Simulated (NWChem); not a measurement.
# CH3BO (Borane carbonyl) at 6 levels

Aim: a comparison of 6 runs (HF/STO-3G, HF/def2-SVP, B3LYP/3-21G, B3LYP/6-31G*, PBE/cc-pVTZ, MP2/def2-TZVP) of CH3BO (Borane carbonyl). 

The calculation is run with NWChem 7.3.0.

### 1 Starting point

CH3BO has 6 atoms, charge 0, and is taken as a singlet. As SMILES, `[BH3-]C#[O+]`. The shape is that of a PBE0-D4/def2-TZVP optimisation.

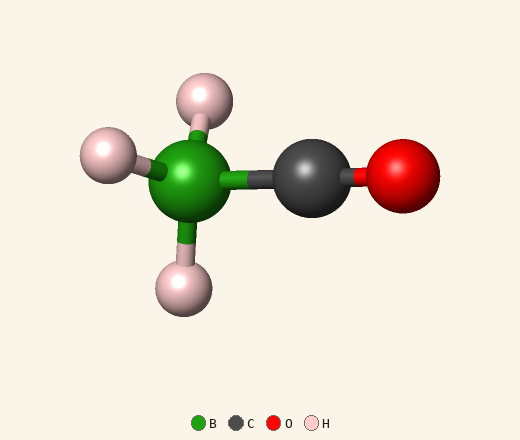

The structure, seen from a chosen angle (boron green, carbon dark grey, oxygen red, hydrogen pink).

### 2 Energy and forces at HF/STO-3G (run 1)

run.py reads:

```python
from ase import Atoms
from ase.calculators.nwchem import NWChem

mol = Atoms('BCOHHH', positions=[
    [-0.275160, 0.419730, -0.199910],
    [0.494180, -0.755680, 0.359250],
    [1.068320, -1.631140, 0.776320],
    [-1.437140, 0.121710, -0.050320],
    [0.069540, 0.485120, -1.356800],
    [0.080260, 1.360240, 0.471460],
])

calc = NWChem(
    label='mol',
    theory='scf',
    memory='2200 mb',
    basis='STO-3G',
    basispar='spherical bse',
    scf={'nopen': '0', 'rhf': None, 'thresh': '1e-08', 'maxiter': '80'},
)
mol.calc = calc

forces = mol.get_forces()
e = mol.get_potential_energy()
print(f"E = {e:.6f} eV")
print("forces (eV/A):")
for s, f in zip(mol.symbols, forces):
    print(f"{s:2s} {f[0]:10.5f} {f[1]:10.5f} {f[2]:10.5f}")
print("dipole (e A):", mol.get_dipole_moment().round(4))
```

On the command line:

```
export ASE_NWCHEM_COMMAND="nwchem PREFIX.nwi > PREFIX.nwo"
python run.py
```

Log:

```text
E = -3736.760788 eV
forces (eV/A):
B    -1.53891    2.35909   -1.11925
C    -0.47694    0.72053   -0.34581
O     1.50965   -2.30268    1.09678
H     1.36361    0.37188   -0.18630
H    -0.42176   -0.05713    1.36032
H    -0.43565   -1.09164   -0.80573
dipole (e A): [ 0.3031 -0.4633  0.2203]
```

The calculator wrote mol.nwi:

```
title "mol"

permanent_dir mol

scratch_dir mol

start mol

geometry units angstrom nocenter noautosym noautoz
  B  -2.7516000000000002e-01 4.1972999999999999e-01 -1.9991000000000000e-01
  C  4.9418000000000001e-01 -7.5568000000000002e-01 3.5925000000000001e-01
  O  1.0683199999999999e+00 -1.6311400000000000e+00 7.7632000000000001e-01
  H  -1.4371400000000001e+00 1.2171000000000000e-01 -5.0319999999999997e-02
  H  6.9540000000000005e-02 4.8512000000000000e-01 -1.3568000000000000e+00
  H  8.0259999999999998e-02 1.3602399999999999e+00 4.7145999999999999e-01
end

memory 2200 mb

basis spherical bse noprint
   * library STO-3G
end

scf
  nopen 0
  rhf
  thresh 1e-08
  maxiter 80
end

task scf gradient
```

mol.nwo:

```text
Northwest Computational Chemistry Package (NWChem) 7.3.0
             --------------------------------------------------------

           Job information
           ---------------

    nwchem branch   = 7.3.0
    use scalapack   = T
    input           = mol.nwi
    prefix          = mol.
    data base       = mol/mol.db
    status          = startup
    nproc           =        1

           Memory information
           ------------------

    heap     =     72089594 doubles =      550.0 Mbytes
    stack    =     72089599 doubles =      550.0 Mbytes
    global   =    144179200 doubles =     1100.0 Mbytes (distinct from heap & stack)
    total    =    288358393 doubles =     2200.0 Mbytes
    verify   = yes
    hardfail = no

           Directory information
           ---------------------

  0 permanent = mol
  0 scratch   = mol

                                NWChem Input Module
                                -------------------

                                        mol
                                        ---

[... 121 lines left out ...]
 Convergence threshold     :          1.000E-08
[... 13 lines left out ...]
       Final RHF  results
[... 3 lines left out ...]
      One-electron energy =   -298.582492337401
[... 1 line left out ...]
 Nuclear repulsion energy =     56.830254602398
[... 26 lines left out ...]
                       ROHF Final Molecular Orbital Analysis
[... 172 lines left out ...]
                              NWChem Gradients Module
                              -----------------------

                                        mol

  wavefunction    =   RHF

                         RHF ENERGY GRADIENTS

    atom               coordinates                        gradient
                 x          y          z           x          y          z
   1 B      -0.519977   0.793175  -0.377775    0.029927  -0.045877   0.021766
   2 C       0.933865  -1.428028   0.678884    0.009275  -0.014012   0.006725
   3 O       2.018832  -3.082408   1.467032   -0.029358   0.044780  -0.021329
   4 H      -2.715801   0.229999  -0.095091   -0.026518  -0.007232   0.003623
   5 H       0.131412   0.916744  -2.563980    0.008202   0.001111  -0.026454
   6 H       0.151669   2.570481   0.890930    0.008472   0.021229   0.015669

                 ----------------------------------------
                 |  Time  |  1-e(secs)   |  2-e(secs)   |
                 ----------------------------------------
                 |  CPU   |       0.00   |       0.11   |
                 ----------------------------------------
                 |  WALL  |       0.00   |       0.11   |
                 ----------------------------------------

 Task  times  cpu:        0.5s     wall:        0.5s
 Total times  cpu:        0.5s     wall:        0.5s
```

Wall time 1.5 s (1 thread of AMD EPYC 9B14 (Zen 4), shared host); peak memory 0.1 GiB.

### 3 Energy and gradient at HF/def2-SVP (run 2)

mymol.nw reads:

```
start mymol
title "Borane carbonyl"
memory total 2200 mb

geometry units angstrom noautosym nocenter noautoz
  B       -0.275160       0.419730      -0.199910
  C        0.494180      -0.755680       0.359250
  O        1.068320      -1.631140       0.776320
  H       -1.437140       0.121710      -0.050320
  H        0.069540       0.485120      -1.356800
  H        0.080260       1.360240       0.471460
end

basis spherical bse
  B library def2-SVP
  C library def2-SVP
  O library def2-SVP
  H library def2-SVP
end

scf
  thresh 1e-08
  maxiter 80
end

task scf gradient
```

On the command line:

```
nwchem mymol.nw > mymol.out
```

Log:

```text
[...]
  functions       =    57
[...]
  wavefunction    = RHF
[...]
         Total SCF energy =   -139.028722495005
      One-electron energy =   -299.967950593349
      Two-electron energy =    104.108973495946
 Nuclear repulsion energy =     56.830254602398
        Time for solution =      2.0s
[...]
                         RHF ENERGY GRADIENTS
    atom               coordinates                        gradient
                 x          y          z           x          y          z
   1 B      -0.519977   0.793175  -0.377775    0.016596  -0.025393   0.012065
   2 C       0.933865  -1.428028   0.678884   -0.048650   0.074233  -0.035344
   3 O       2.018832  -3.082408   1.467032    0.032310  -0.049237   0.023466
   4 H      -2.715801   0.229999  -0.095091    0.001617   0.001057  -0.000516
   5 H       0.131412   0.916744  -2.563980   -0.000936   0.000422   0.001711
   6 H       0.151669   2.570481   0.890930   -0.000938  -0.001082  -0.001381
[...]
```

Wall time 3.6 s (1 thread of AMD EPYC 9B14 (Zen 4), shared host); peak memory 0.1 GiB.

Runs 3 to 4 aren't shown in full; the table further down has their settings and results.

### 4 Energy and forces at PBE/cc-pVTZ (run 5)

a.nw reads:

```
START a
TITLE "CH3BO"
memory total 2200 mb
charge 0

GEOMETRY units angstrom noautosym nocenter noautoz
   B       -0.275160       0.419730      -0.199910
   C        0.494180      -0.755680       0.359250
   O        1.068320      -1.631140       0.776320
   H       -1.437140       0.121710      -0.050320
   H        0.069540       0.485120      -1.356800
   H        0.080260       1.360240       0.471460
END

BASIS spherical bse
   * library cc-pVTZ
END

DFT
   xc xpbe96 cpbe96
   grid fine
   convergence energy 1e-08
   maxiter 100
   mulliken
   print medium
END

TASK dft gradient
```

On the command line:

```
nwchem a.nw > a.out
```

Log:

```text
[...]
          Wavefunction type:  closed shell.
          No. of atoms     :     6
          No. of electrons :    22
[...]
          Charge           :     0
          Spin multiplicity:     1
[...]
          AO basis - number of functions:   132
[...]
              XC Information
              --------------
          PerdewBurkeErnzerhof Exchange Functional  1.000
            Perdew 1991 LDA Correlation Functional  1.000 local
           PerdewBurkeErnz. Correlation Functional  1.000 non-local
[...]
 d= 0,ls=0.0,diis     1   -139.7609513724 -1.97D+02  6.29D-03  8.15D-01     3.2
[...]
 d= 0,ls=0.0,diis    11   -139.8461672000 -8.20D-09  2.00D-07  2.70D-09    29.8
         Total DFT energy =     -139.846167199999
      One electron energy =     -300.885501479838
           Coulomb energy =      123.126717178365
    Exchange-Corr. energy =      -18.917637500924
 Nuclear repulsion energy =       56.830254602398
[...]
      Total Density - Mulliken Population Analysis
     ---------------------------------------------
    Atom       Charge   Shell Charges
 -----------   ------   -------------------------------------------------------
    1 B    5     5.41   1.99  0.14  0.68  0.17  0.76  1.27  0.32  0.03  0.04  0.01
    2 C    6     5.73   1.95  0.23  0.86  0.29  0.79  1.15  0.31  0.04  0.10  0.02
    3 O    8     7.99   1.94  0.26  1.01  0.49  1.29  2.01  0.95  0.01  0.03  0.00
    4 H    1     0.95   0.25  0.47  0.22  0.00  0.01  0.00
    5 H    1     0.95   0.25  0.46  0.22  0.00  0.01  0.00
    6 H    1     0.95   0.25  0.46  0.22  0.00  0.01  0.00
[...]
  wavefunction    = closed shell
                         DFT ENERGY GRADIENTS
    atom               coordinates                        gradient
                 x          y          z           x          y          z
   1 B      -0.519977   0.793175  -0.377775   -0.003029   0.004622  -0.002203
   2 C       0.933865  -1.428028   0.678884    0.020559  -0.031359   0.014938
   3 O       2.018832  -3.082408   1.467032   -0.019846   0.030290  -0.014421
   4 H      -2.715801   0.229999  -0.095091    0.002674  -0.000159   0.000060
   5 H       0.131412   0.916744  -2.563980   -0.000174  -0.000859   0.002542
   6 H       0.151669   2.570481   0.890930   -0.000184  -0.002534  -0.000916
[...]
```

Run time: 47 s. Hardware: 1 thread of AMD EPYC 9B14 (Zen 4), shared host; peak memory 0.13 GiB.

### 5 Energy and forces at MP2/def2-TZVP (run 6)

mol.xyz reads:

```xyz
6

B     -0.275160     0.419730    -0.199910
C      0.494180    -0.755680     0.359250
O      1.068320    -1.631140     0.776320
H     -1.437140     0.121710    -0.050320
H      0.069540     0.485120    -1.356800
H      0.080260     1.360240     0.471460
```

mol.nw reads:

```
start mol
memory total 2200 mb
geometry units angstrom noautosym nocenter noautoz
  load mol.xyz
end
basis spherical bse
  B library def2-TZVP
  C library def2-TZVP
  O library def2-TZVP
  H library def2-TZVP
end
scf
  singlet
  rhf
  thresh 1e-08
  maxiter 80
  noprint "final vectors analysis"
end
mp2
  freeze core 3
  tight
end
task mp2 gradient
```

On the command line:

```
nwchem mol.nw > mol.out
```

Log:

```text
[...]
  functions       =   111
[...]
  wavefunction    = RHF
[...]
         Total SCF energy =   -139.196583672459
      One-electron energy =   -300.340579925838
      Two-electron energy =    104.313741650981
 Nuclear repulsion energy =     56.830254602398
        Time for solution =     19.4s
[...]
          Total MP2 energy          -139.687096348950
[...]
                         mp2 ENERGY GRADIENTS
    atom               coordinates                        gradient
                 x          y          z           x          y          z
   1 B      -0.519977   0.793175  -0.377775    0.006850  -0.010498   0.004981
   2 C       0.933865  -1.428028   0.678884    0.006078  -0.009246   0.004415
   3 O       2.018832  -3.082408   1.467032   -0.011824   0.018057  -0.008593
   4 H      -2.715801   0.229999  -0.095091   -0.002061  -0.000311   0.000159
   5 H       0.131412   0.916744  -2.563980    0.000461   0.000278  -0.002013
   6 H       0.151669   2.570481   0.890930    0.000495   0.001720   0.001051
[...]
```

Wall time 55 s (1 thread of AMD EPYC 9B14 (Zen 4), shared host); peak memory 0.35 GiB.

### 6 Overview of the runs

```csv
run,level,iteration cap,module,energy (Eh),dipole moment (D),HOMO energy (eV),LUMO energy (eV),wall time
1,HF/STO-3G,80,scf,-137.323427,2.86,-11.02,5.60,1.5 s
2,HF/def2-SVP,80,scf,-139.028722,1.78,-12.83,2.78,3.6 s
3,B3LYP/3-21G,100,dft,-139.192277,1.67,-9.19,-1.46,6.3 s
4,B3LYP/6-31G* (spherical functions),100,dft,-139.967890,1.54,-9.18,-1.41,11 s
5,PBE/cc-pVTZ,100,dft,-139.846167,1.30,-8.27,-2.37,47 s
6,MP2/def2-TZVP,80,mp2,-139.687096,2.00,–,–,55 s
```

### 7 What came out

| quantity | value |
| --- | --- |
| run 6: total energy | -139.68710 Eh |
| run 6: dipole moment (of the density that the program reports) | 2.00 D |
| run 6: correlation energy (3 core orbitals frozen) | -490.5 mEh |
| run 6: largest force on an atom | 1.195 eV/Å |

**Reading.** The dipole moment (its size) runs from 1.30 D (PBE/cc-pVTZ) to 2.86 D (HF/STO-3G). The two ends differ in method and basis. Over runs 1, 2, 3, 4, 5 the HOMO–LUMO gap runs from 5.89 eV (PBE/cc-pVTZ) to 16.62 eV (HF/STO-3G). Totals of different functionals can't be ranked against each other. In run 1 the basis is minimal, so the values are rough. All runs together took 2.1 min, the longest 55 s.
